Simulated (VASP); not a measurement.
Band structure of HgPd₃ (space group Pm-3m). These are PBEsol GGA, VASP's PBE PAW potentials (set 64) (plane waves; VASP) values and carry that method's errors.

Unless said otherwise, spin-orbit coupling is left out, though it shifts the bands of the heavy elements here.

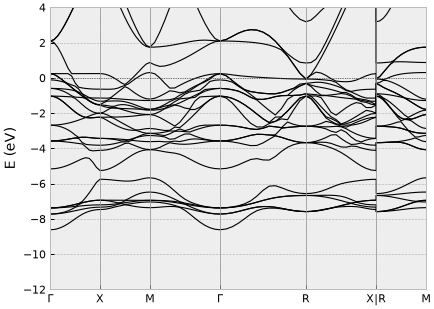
*Bands along high-symmetry lines, zero at the valence-band maximum or, without a gap, the Fermi level*

### Question
Read the plot: is there a gap, and where are the band edges?

### Answer
It has no gap at this level: it comes out as a metal or semimetal. (Edges off the drawn lines would not show.)

The structure comes from a computed database's HgPd3 entry (Pm-3m); how it stands against other phases isn't given here. It was relaxed first.
